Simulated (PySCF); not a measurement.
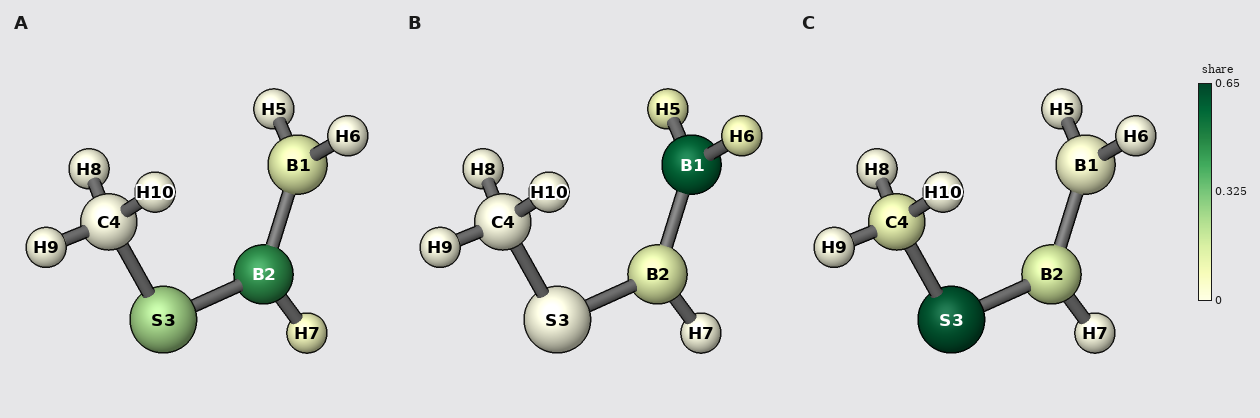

Each panel colours the atoms by their Löwdin share in one orbital (up to four of the largest shares; other atoms are shown as zero). Computed geometry: PBE0-D3(BJ)/def2-SVP optimisation. No frequency run is at hand to confirm it as a minimum. Method: LDA/def2-SVPD (PySCF 2.14.0).

**The panels show the HOMO, LUMO, LUMO+1, in some order. Which is which?**

A: LUMO+1, −2.12 eV; B2 0.46, S3 0.25, B1 0.11, H7 0.07
B: LUMO, −3.21 eV; B1 0.57, B2 0.12, H5 0.09, H6 0.09
C: HOMO, −6.73 eV; S3 0.60, B2 0.15, C4 0.10, B1 0.04
